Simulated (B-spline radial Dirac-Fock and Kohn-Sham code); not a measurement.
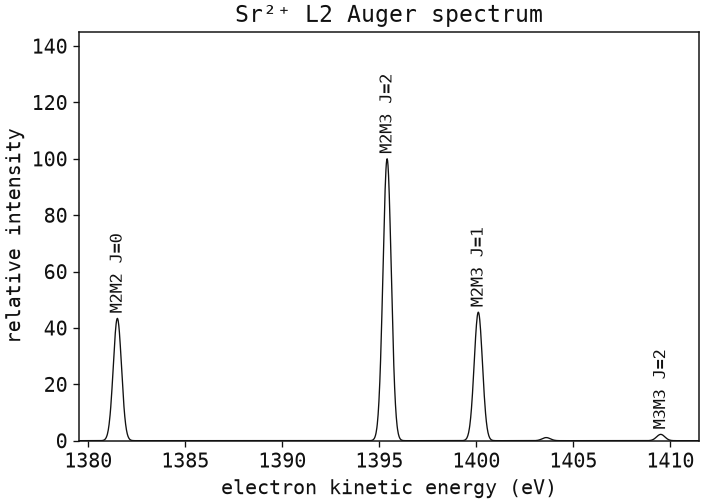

The Auger multiplet of an L2 hole with both final holes in M23, lines labelled by the leading pair of holes and J, broadened by 0.50 eV full width. Kinetic energies count from the vacuum level; very weak lines are left out. Lines are named by their largest jj component, which in light atoms can differ from the customary names. It refers to Sr²⁺. Level of theory: Dirac–Fock ΔSCF energies in intermediate coupling of the two holes, Coulomb rates, valence shells as spectators; calculated with a radial B-spline solver.

> How wide is the L2 level from this decay?

0.221 eV from this multiplet.
